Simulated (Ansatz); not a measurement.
# One shape, several levels: triplet CuCl

Wanted: a comparison of 6 runs (U-r2SCAN/STO-3G, U-revPBE/STO-3G, UCAM-B3LYP/STO-3G, RPA@PBE/STO-3G, UCCSD/STO-3G, UCCSD(T)/STO-3G) of triplet CuCl. 

The results are computed with Ansatz 0.2.0.

87 further runs of the same task are left out: 56 that didn't finish, 31 set aside as unsound or not needed.

## (1) The system as given

CuCl has 2 atoms, charge 0, and is taken as a triplet. SMILES of the parent species: `[Cl][Cu]`. Geometry: relaxed at PBE0-D4/def2-TZVP. That shape belongs to the parent species and isn't relaxed for this state.

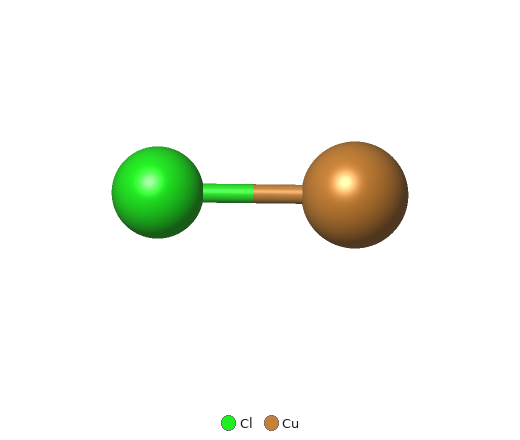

The structure, seen from a chosen angle (chlorine green, copper orange).

## (2) The energy at U-r2SCAN/STO-3G (run 1)

Contents of input.yaml:

```yaml
crystal:
  periodic: [false, false, false]
  atoms:
    - {symbol: Cl, position_ang: [0.898300, -0.345200, 0.446400]}
    - {symbol: Cu, position_ang: [-0.868800, 0.285000, -0.442400]}
basis:
  gaussian:
    orbitals: STO-3G
magnetization:
  spin_polarized: true
  initial_magnetization: 2
hamiltonian:
  xc: {name: r2SCAN}
accuracy: high
```

Started as:

```bash
ansatz run input.yaml --threads 1 --pin off --max-ram 2610MiB --events-out events.jsonl --progress --plain --runs-dir runs
```

What it wrote:

```text
Warning: RAYON_NUM_THREADS=1 ignored (pool sized by the plan → 1); use --threads N
Functional definition: r2SCAN
  name "r2SCAN"
  parameter k0 = 0.174
  parameter k1 = 0.065
  parameter a1 = 4.9479
  exchange = r2scan_x(k0 = k0, k1 = k1, a1 = a1)
  correlation = r2scan_c
371 factors; integrals over basis functions are off by at most 5.1e-9 eV
mean field evaluation 1: about -56202.7804 eV, gradient 4.7e1 eV
mean field evaluation 2: about -56245.7510 eV, gradient 8.9e1 eV
mean field evaluation 4: about -56444.1798 eV, gradient 4.8e1 eV
mean field evaluation 8: about -56444.1616 eV, gradient 4.8e1 eV
mean field evaluation 16: about -56516.8944 eV, gradient 6.6e-4 eV
mean field evaluation 32: about -56202.7804 eV, gradient 4.7e1 eV
mean field evaluation 64: about -56513.1555 eV, gradient 1.2e0 eV
mean field evaluation 96: about -56498.2522 eV, gradient 3.1e1 eV
mean field evaluation 128: about -56516.5961 eV, gradient 4.5e-3 eV
mean field evaluation 160: about -56516.8748 eV, gradient 1.2e0 eV
mean field evaluation 192: about -56513.8537 eV, gradient 5.1e-1 eV
mean field evaluation 224: about -56492.2670 eV, gradient 3.9e1 eV
mean field evaluation 256: about -56516.8467 eV, gradient 7.3e-1 eV
mean field -56516.95732302 eV, -2076.9598730513 hartree, gradient 7.4e-9 eV, S^2 2.086163; 20 other end points of the search recorded, 0 dependent functions left out
reference -56516.95732407 eV, -2076.9598730901 hartree; 24, 22 occupied and 3, 5 virtual orbitals, 371 factors
Total energy: -56516.95732407 eV, -2076.9598730901 hartree
```

It took 87 s on 1 thread of Arm Neoverse V1, shared host; peak memory 0.25 GiB.

## (3) A single-point energy at U-revPBE/STO-3G (run 2)

Edit input.yaml of step 2 so:

```diff
@@ -12,3 +12,3 @@
 hamiltonian:
-  xc: {name: r2SCAN}
+  xc: {name: revPBE}
 accuracy: high
```

Started as:

```bash
ansatz run input.yaml --threads 1 --pin off --max-ram 2610MiB --events-out events.jsonl --progress --plain --runs-dir runs
```

What it wrote, cut to the lines that bear on the results:

```text
Warning: RAYON_NUM_THREADS=1 ignored (pool sized by the plan → 1); use --threads N
Functional definition: revPBE
  name "revPBE"
[...]
371 factors; integrals over basis functions are off by at most 5.1e-9 eV
[...]
mean field -56509.07474638 eV, -2076.6701937030 hartree, gradient 4.4e-8 eV, S^2 2.137427; 25 other end points of the search recorded, 0 dependent functions left out
reference -56509.07474864 eV, -2076.6701937859 hartree; 24, 22 occupied and 3, 5 virtual orbitals, 371 factors
Total energy: -56509.07474864 eV, -2076.6701937859 hartree
```

Wall time 35 s (1 thread of Arm Neoverse V1, shared host); peak memory 0.14 GiB.

## (4) The energy at UCAM-B3LYP/STO-3G (run 3)

Contents of molecule.yaml:

```yaml
crystal:
  periodic: [false, false, false]
  atoms:
    - symbol: Cl
      position_ang: [0.898300, -0.345200, 0.446400]
    - symbol: Cu
      position_ang: [-0.868800, 0.285000, -0.442400]
basis:
  gaussian: {orbitals: STO-3G}
magnetization: {spin_polarized: true, initial_magnetization: 2}
hamiltonian: {xc: {name: CAM-B3LYP}}
accuracy: high
```

Started as:

```bash
ansatz run molecule.yaml --threads 1 --pin off --max-ram 2610MiB --events-out events.jsonl --progress --plain --runs-dir runs
```

What it wrote, cut to the lines that bear on the results:

```text
Warning: RAYON_NUM_THREADS=1 ignored (pool sized by the plan → 1); use --threads N
Functional definition: CAM-B3LYP
  name "CAM-B3LYP"
[...]
371 factors; integrals over basis functions are off by at most 5.1e-9 eV
122 factors; integrals over basis functions are off by at most 1.1e-9 eV
[...]
mean field -56515.99516760 eV, -2076.9245144919 hartree, gradient 6.2e-8 eV, S^2 2.040112; 10 other end points of the search recorded, 0 dependent functions left out
reference -56515.99517971 eV, -2076.9245149368 hartree; 24, 22 occupied and 3, 5 virtual orbitals, 371 factors
Total energy: -56515.99517971 eV, -2076.9245149368 hartree
```

It took 15 s on 1 thread of Arm Neoverse V1, shared host; peak memory 0.15 GiB.

Runs 4 to 5 aren't shown in full; the table further down has their settings and results.

## (5) The energy at UCCSD(T)/STO-3G (run 6)

Contents of run.yaml:

```yaml
basis:
  gaussian:
    orbitals: STO-3G
crystal:
  periodic: [false, false, false]
  atoms:
    - symbol: Cl
      position_ang: [0.898300, -0.345200, 0.446400]
    - symbol: Cu
      position_ang: [-0.868800, 0.285000, -0.442400]
magnetization:
  spin_polarized: true
  initial_magnetization: 2
correlation:
  method: ccsd_t
  frozen_orbitals: {Cl: 5, Cu: 5}
accuracy: high
scf:
  omitted_lower_state_checks: [cluster_reference, increment]
```

Started as:

```bash
ansatz run run.yaml --threads 1 --pin off --max-ram 2610MiB --events-out events.jsonl --progress --plain --runs-dir runs
```

What it wrote:

```text
Warning: RAYON_NUM_THREADS=1 ignored (pool sized by the plan → 1); use --threads N
[... 26 lines left out ...]
10 core orbitals not correlated: weight in the atoms' cores, before any rotation towards them, 1.000 or more for the frozen orbitals, at most 0.000 for the correlated occupied ones
[... 56 lines left out ...]
Total energy: -56469.15761648 eV, -2075.2032662358 hartree
Checks for a lower state left out: cluster_reference, increment
```

Wall time 4.5 s (1 thread of Arm Neoverse V1, shared host).

## (6) All runs side by side

| run | level | frozen core orbitals | energy (Eh) | ⟨S²⟩ | wall time |
| --- | --- | --- | --- | --- | --- |
| 1 | U-r2SCAN/STO-3G | – | -2076.959873 | 2.086 | 87 s |
| 2 | U-revPBE/STO-3G | – | -2076.670194 | 2.137 | 35 s |
| 3 | UCAM-B3LYP/STO-3G | – | -2076.924515 | 2.040 | 15 s |
| 4 | RPA@PBE/STO-3G | 10 | -2075.293976 | 2.136 | 51 s |
| 5 | UCCSD/STO-3G | 10 | -2075.200904 | 2.003 | 4.2 s |
| 6 | UCCSD(T)/STO-3G | 10 | -2075.203266 | 2.003 | 4.5 s |

## (7) What came out

| quantity | value |
| --- | --- |
| run 6: total energy | -2075.20327 Eh |
| run 6: correlation energy (10 core orbitals frozen) | -48.3 mEh |
| run 6: (T) correction | -2.36 mEh |
| run 6: ⟨S²⟩ of the reference determinant | 2.003 |
| run 6: T1 diagnostic | 0.012 |

**Reading.** Totals of different functionals can't be ranked against each other. In runs 1, 2, 3, 4, 5, 6 the basis is minimal, so the values are rough. Spin contamination of the reference: run 2 ⟨S²⟩ = 2.14, run 4 ⟨S²⟩ = 2.14. All runs together took 3.3 min, the longest 87 s.
